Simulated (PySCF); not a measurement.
## Geometry relaxation, with input and output: WN$_{2}$H$_{2}$Cl$_{2}$

The run: geometry relaxation of WN$_{2}$H$_{2}$Cl$_{2}$ (W(NH)2Cl2). Method and program: PBE0-D3(BJ)/def2-SVP geometry optimisation, gas phase (PySCF 2.14.0).

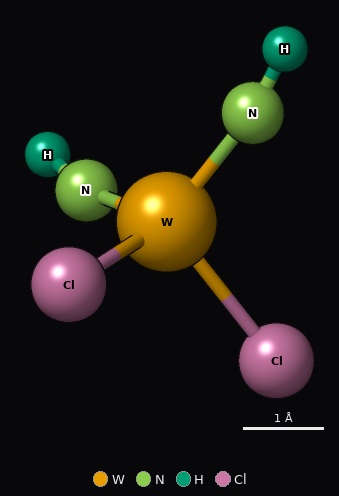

Fig. 1: The structure as given in the input (ball-and-stick view, seen at a tilt). Sticks mark near contacts. Bond lengths as drawn: Cl–W 2.17 to 2.32 Å, H–N 0.92 to 0.99 Å and N–W 1.76 to 1.82 Å.

**Results in brief**

- outcome: converged
- total energy: −1097.552486 hartree
- dipole moment: 2.90 D
- point group: C2v
- hardware: 1 CPU thread, shared host
- wall time: 3 min
- peak memory: 0.41 GiB

**Input file**
```
{"job": {"xc": "PBE0", "basis": "def2-SVP", "d3": "d3bj", "grid": 1, "maxiter": 30, "shake": 0.03, "kind": "geom"}, "charge": 0, "multiplicity": 1}
W     -0.280910    -0.071440    -0.228280
N     -0.386760    -0.030330     1.528060
H     -0.202350    -0.036840     2.501380
N      1.419100     0.008720    -0.877520
H      2.322250    -0.023760    -1.021200
Cl    -1.398220     1.824230    -0.967120
Cl    -1.381250    -1.772590    -1.003880
```

The first line tells a small driver script what to run in PySCF; the rest is the geometry in Å.

Launched with:
```bash
OMP_NUM_THREADS=1 python <driver script> task.json out
```

**The program's output**
```
step   0  E = -1097.52407323  max force = 0.188862
step   1  E = -1097.54670430  max force = 0.063130
step   2  E = -1097.54980104  max force = 0.032943
step   3  E = -1097.55189141  max force = 0.006034
step   4  E = -1097.55232217  max force = 0.004057
step   5  E = -1097.55240346  max force = 0.002636
step   6  E = -1097.55240662  max force = 0.001541
step   7  E = -1097.55241320  max force = 0.001090
step   8  E = -1097.55243059  max force = 0.002521
step   9  E = -1097.55244459  max force = 0.002341
step  10  E = -1097.55245730  max force = 0.002368
step  11  E = -1097.55246837  max force = 0.001943
step  12  E = -1097.55247575  max force = 0.001148
step  13  E = -1097.55248001  max force = 0.000792
step  14  E = -1097.55248259  max force = 0.000473
step  15  E = -1097.55248449  max force = 0.000456
step  16  E = -1097.55248588  max force = 0.000441
optimisation converged
```

**Trajectory as extended XYZ (Å, eV, eV/Å), 17 frames, from step=0 to step=16**
```
7
Properties=species:S:1:pos:R:3:forces:R:3 step=0 energy=-29865.15122
W    -0.2809   -0.0714   -0.2283    3.8225   3.2991   0.4551
N    -0.3868   -0.0303    1.5281   -0.2815  -0.3452  -2.3244
H    -0.2024   -0.0368    2.5014    0.4222   0.0435   1.1666
N     1.4191    0.0087   -0.8775   -9.7117  -0.3083   1.9965
H     2.3222   -0.0238   -1.0212    6.3753  -0.1334  -0.7124
Cl   -1.3982    1.8242   -0.9671    0.3868  -0.3994   0.2083
Cl   -1.3813   -1.7726   -1.0039   -1.0137  -2.1562  -0.7896
7
Properties=species:S:1:pos:R:3:forces:R:3 step=1 energy=-29865.76705
W    -0.2970   -0.0112   -0.2542   -3.2463   0.2953   0.0075
N    -0.3600   -0.0254    1.4677   -0.1150  -0.1118   1.1186
H    -0.1076   -0.0524    2.4501    0.2083   0.0296  -0.0369
N     1.2925    0.0125   -0.8202    2.7766  -0.1507  -1.1396
H     2.2978   -0.0367   -0.9044    0.2586   0.0775   0.1535
Cl   -1.3669    1.8760   -0.9754    0.0796   0.2364  -0.0161
Cl   -1.3670   -1.8646   -1.0322    0.0381  -0.3762  -0.0869
7
Properties=species:S:1:pos:R:3:forces:R:3 step=2 energy=-29865.85131
W    -0.3707    0.0085   -0.2753    1.6940  -0.4509   0.1524
N    -0.3802   -0.0313    1.4699   -0.3323   0.0154  -0.3545
H    -0.0444   -0.0626    2.4328    0.0628   0.0112  -0.2492
N     1.3090    0.0068   -0.8226   -0.8958  -0.0538   0.0345
H     2.3414   -0.0373   -0.8347   -0.8027   0.0693   0.2202
Cl   -1.3794    1.9355   -0.9830    0.0467   0.1044   0.0364
Cl   -1.3837   -1.9217   -1.0556    0.2273   0.3044   0.1601
7
Properties=species:S:1:pos:R:3:forces:R:3 step=3 energy=-29865.90819
W    -0.3627    0.0002   -0.2763    0.3103  -0.0592  -0.0622
N    -0.3915   -0.0375    1.4610   -0.1755  -0.0123  -0.0119
H    -0.0402   -0.0649    2.4140    0.0848   0.0021  -0.0419
N     1.2890    0.0028   -0.8283   -0.1409  -0.0473  -0.0995
H     2.3086   -0.0313   -0.8109   -0.2250   0.0372   0.1262
Cl   -1.3531    1.9475   -0.9743    0.0610   0.0374   0.0409
Cl   -1.3583   -1.9188   -1.0538    0.0853   0.0421   0.0485
7
Properties=species:S:1:pos:R:3:forces:R:3 step=4 energy=-29865.91992
W    -0.3730   -0.0017   -0.2880   -0.2086   0.0216   0.0972
N    -0.4057   -0.0464    1.4495   -0.0753  -0.0052  -0.0315
H    -0.0178   -0.0732    2.3878    0.0427  -0.0051   0.0065
N     1.2711   -0.0014   -0.8299    0.1803  -0.0136  -0.1342
H     2.2835   -0.0244   -0.7593    0.0305   0.0121   0.0497
Cl   -1.3244    1.9732   -0.9643    0.0283   0.0303   0.0182
Cl   -1.3416   -1.9283   -1.0642    0.0022  -0.0400  -0.0057
7
Properties=species:S:1:pos:R:3:forces:R:3 step=5 energy=-29865.92213
W    -0.3812   -0.0019   -0.2941   -0.1028   0.0247  -0.1356
N    -0.4195   -0.0540    1.4400    0.0046  -0.0048   0.1272
H    -0.0100   -0.0824    2.3694   -0.0038  -0.0084   0.0166
N     1.2675   -0.0037   -0.8303    0.0538   0.0024  -0.0253
H     2.2769   -0.0200   -0.7264    0.0513  -0.0004   0.0169
Cl   -1.3035    1.9938   -0.9528    0.0136   0.0064   0.0115
Cl   -1.3383   -1.9339   -1.0743   -0.0168  -0.0199  -0.0114
7
Properties=species:S:1:pos:R:3:forces:R:3 step=6 energy=-29865.92221
W    -0.3841   -0.0010   -0.3013   -0.0255  -0.0020   0.0793
N    -0.4276   -0.0605    1.4363    0.0161   0.0031  -0.0783
H    -0.0133   -0.0922    2.3640   -0.0183  -0.0092   0.0032
N     1.2689   -0.0052   -0.8282    0.0107   0.0066   0.0090
H     2.2771   -0.0192   -0.7052    0.0196  -0.0066  -0.0016
Cl   -1.2869    2.0079   -0.9458    0.0081  -0.0039   0.0015
Cl   -1.3423   -1.9318   -1.0884   -0.0107   0.0120  -0.0131
7
Properties=species:S:1:pos:R:3:forces:R:3 step=7 energy=-29865.92239
W    -0.3834    0.0006   -0.3042    0.0561  -0.0170   0.0434
N    -0.4349   -0.0667    1.4322    0.0171   0.0015  -0.0464
H    -0.0251   -0.1030    2.3619   -0.0244  -0.0101  -0.0037
N     1.2738   -0.0070   -0.8229   -0.0377   0.0063   0.0282
H     2.2816   -0.0219   -0.6918   -0.0081  -0.0104  -0.0037
Cl   -1.2711    2.0181   -0.9396    0.0026   0.0032  -0.0043
Cl   -1.3490   -1.9221   -1.1042   -0.0055   0.0264  -0.0135
7
Properties=species:S:1:pos:R:3:forces:R:3 step=8 energy=-29865.92287
W    -0.3798    0.0032   -0.3059    0.1296  -0.0234  -0.0392
N    -0.4432   -0.0745    1.4281    0.0063  -0.0050   0.0303
H    -0.0464   -0.1178    2.3632   -0.0229  -0.0111  -0.0111
N     1.2821   -0.0096   -0.8146   -0.0776   0.0019   0.0365
H     2.2900   -0.0283   -0.6795   -0.0412  -0.0131   0.0017
Cl   -1.2515    2.0289   -0.9329    0.0010   0.0135  -0.0067
Cl   -1.3594   -1.9040   -1.1269    0.0048   0.0372  -0.0116
7
Properties=species:S:1:pos:R:3:forces:R:3 step=9 energy=-29865.92325
W    -0.3762    0.0052   -0.3055    0.1204  -0.0163  -0.0937
N    -0.4471   -0.0786    1.4269   -0.0050  -0.0100   0.0829
H    -0.0606   -0.1266    2.3660   -0.0163  -0.0120  -0.0106
N     1.2872   -0.0111   -0.8095   -0.0656  -0.0016   0.0275
H     2.2950   -0.0337   -0.6751   -0.0461  -0.0135   0.0080
Cl   -1.2415    2.0336   -0.9306    0.0036   0.0196  -0.0040
Cl   -1.3649   -1.8907   -1.1407    0.0090   0.0336  -0.0101
7
Properties=species:S:1:pos:R:3:forces:R:3 step=10 energy=-29865.92359
W    -0.3722    0.0079   -0.3052    0.0760  -0.0042  -0.1218
N    -0.4520   -0.0837    1.4259   -0.0157  -0.0133   0.1106
H    -0.0766   -0.1374    2.3689   -0.0086  -0.0134  -0.0073
N     1.2922   -0.0131   -0.8037   -0.0325  -0.0035   0.0139
H     2.2996   -0.0411   -0.6686   -0.0383  -0.0139   0.0131
Cl   -1.2297    2.0400   -0.9283    0.0086   0.0225   0.0004
Cl   -1.3695   -1.8747   -1.1575    0.0105   0.0258  -0.0089
7
Properties=species:S:1:pos:R:3:forces:R:3 step=11 energy=-29865.92389
W    -0.3679    0.0122   -0.3052   -0.0136   0.0110  -0.0999
N    -0.4583   -0.0897    1.4251   -0.0236  -0.0119   0.0922
H    -0.0939   -0.1511    2.3717   -0.0006  -0.0154  -0.0009
N     1.2969   -0.0157   -0.7970    0.0260  -0.0025  -0.0054
H     2.3031   -0.0513   -0.6592   -0.0102  -0.0145   0.0164
Cl   -1.2157    2.0491   -0.9264    0.0158   0.0213   0.0065
Cl   -1.3723   -1.8556   -1.1775    0.0062   0.0120  -0.0089
7
Properties=species:S:1:pos:R:3:forces:R:3 step=12 energy=-29865.92409
W    -0.3652    0.0163   -0.3064   -0.0590   0.0164  -0.0589
N    -0.4652   -0.0950    1.4236   -0.0260  -0.0073   0.0524
H    -0.1079   -0.1635    2.3723    0.0023  -0.0167   0.0021
N     1.3006   -0.0181   -0.7911    0.0518  -0.0002  -0.0126
H     2.3055   -0.0605   -0.6483    0.0090  -0.0153   0.0165
Cl   -1.2016    2.0591   -0.9238    0.0197   0.0174   0.0093
Cl   -1.3743   -1.8403   -1.1947    0.0022   0.0056  -0.0088
7
Properties=species:S:1:pos:R:3:forces:R:3 step=13 energy=-29865.92421
W    -0.3656    0.0173   -0.3072   -0.0407   0.0095  -0.0138
N    -0.4665   -0.0956    1.4234   -0.0246  -0.0026   0.0101
H    -0.1087   -0.1653    2.3719    0.0008  -0.0163  -0.0014
N     1.3009   -0.0184   -0.7905    0.0337   0.0021  -0.0093
H     2.3054   -0.0621   -0.6463    0.0110  -0.0152   0.0158
Cl   -1.1998    2.0614   -0.9236    0.0197   0.0154   0.0087
Cl   -1.3738   -1.8393   -1.1963    0.0001   0.0071  -0.0101
7
Properties=species:S:1:pos:R:3:forces:R:3 step=14 energy=-29865.92428
W    -0.3657    0.0181   -0.3079   -0.0220   0.0018   0.0084
N    -0.4667   -0.0955    1.4230   -0.0243   0.0011  -0.0108
H    -0.1087   -0.1662    2.3715    0.0008  -0.0158  -0.0021
N     1.3013   -0.0183   -0.7907    0.0167   0.0044  -0.0059
H     2.3057   -0.0628   -0.6456    0.0082  -0.0147   0.0153
Cl   -1.2005    2.0622   -0.9237    0.0208   0.0148   0.0079
Cl   -1.3735   -1.8395   -1.1952   -0.0001   0.0085  -0.0129
7
Properties=species:S:1:pos:R:3:forces:R:3 step=15 energy=-29865.92433
W    -0.3656    0.0188   -0.3083   -0.0147  -0.0032   0.0058
N    -0.4668   -0.0954    1.4224   -0.0234   0.0028  -0.0067
H    -0.1088   -0.1671    2.3708    0.0005  -0.0153  -0.0016
N     1.3017   -0.0181   -0.7908    0.0116   0.0059  -0.0038
H     2.3060   -0.0635   -0.6450    0.0045  -0.0142   0.0146
Cl   -1.2013    2.0628   -0.9237    0.0217   0.0153   0.0072
Cl   -1.3733   -1.8396   -1.1939   -0.0001   0.0088  -0.0155
7
Properties=species:S:1:pos:R:3:forces:R:3 step=16 energy=-29865.92437
W    -0.3655    0.0196   -0.3088   -0.0106  -0.0074   0.0075
N    -0.4669   -0.0953    1.4218   -0.0222   0.0043  -0.0057
H    -0.1089   -0.1679    2.3701    0.0001  -0.0147  -0.0015
N     1.3020   -0.0179   -0.7910    0.0083   0.0070  -0.0025
H     2.3062   -0.0642   -0.6444    0.0022  -0.0136   0.0139
Cl   -1.2020    2.0634   -0.9237    0.0227   0.0153   0.0066
Cl   -1.3731   -1.8398   -1.1926   -0.0003   0.0091  -0.0182
```

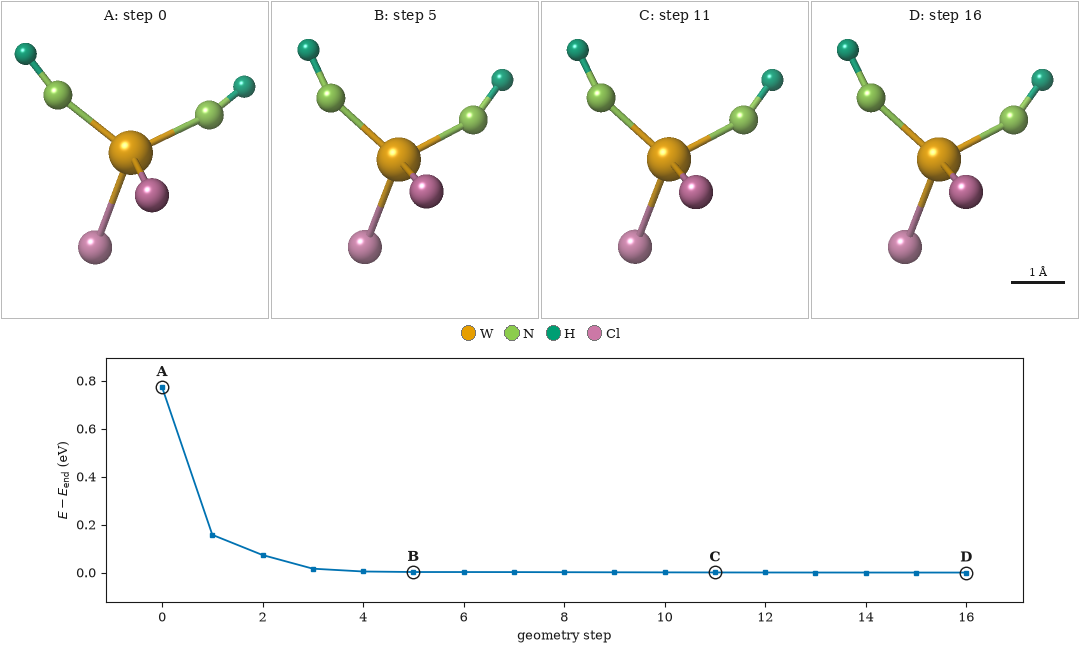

Fig. 2: Frames of the relaxation (ball-and-stick view, seen at a tilt) above the curves, on which the letters mark them (steps are counted from 0).

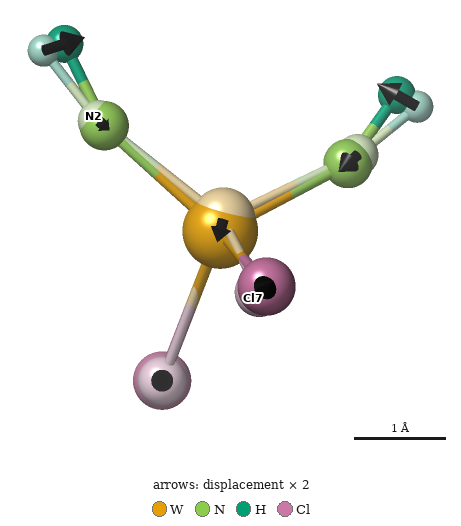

Fig. 3: Start (faint) and end (solid) with the displacements as black arrows, magnified 2 times (ball-and-stick view, seen at a tilt). The two geometries are laid on each other by the best rigid fit. The energy falls by 0.773 eV in 16 geometry steps. The largest force component goes from 9.7 to 0.023 eV/Å. The largest moves after the best rigid fit, 0.26 Å, are those of H3 and H5. Largest moves by element: H 0.26 Å, Cl 0.19 Å, N 0.16 Å, W 0.13 Å. Among the contacts that change: W1–Cl7 2.169 → 2.292 Å, N4–H5 0.915 → 1.016 Å, W1–N4 1.822 → 1.736 Å, W1–Cl6 2.321 → 2.292 Å. Among the angles that change: W1–N4–H5 167.3° → 155.5°, Cl6–W1–Cl7 106.4° → 117.3°, W1–N2–H3 165.7° → 156.0°. (Atoms are counted from 1 in the order of the input.)
